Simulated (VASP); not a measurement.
Band structure of CsPbCl$_{3}$ (space group R32). All values below come from PBEsol GGA, VASP's PBE PAW potentials (set 64) (plane waves; VASP 6.6.1).

Unless said otherwise, spin-orbit coupling is left out, though it shifts the bands of the heavy elements here.

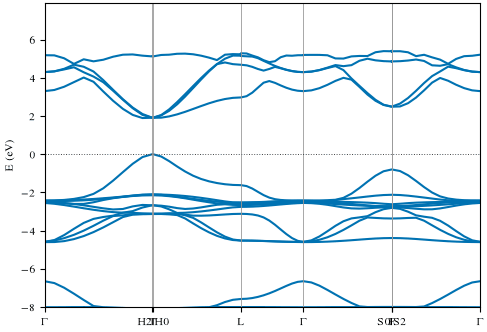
*Bands along high-symmetry lines, zero at the valence-band maximum or, without a gap, the Fermi level*

**Question.** Read the plot: is there a gap, and where are the band edges?

**Answer.** The gap is indirect, 1.89 eV, from the valence maximum at T to the conduction minimum at Γ-T at 0.91. (Edges off the drawn lines would not show.)

The structure comes from a computed database's CsPbCl3 entry (R32); how it stands against other phases isn't given here. It was relaxed first.
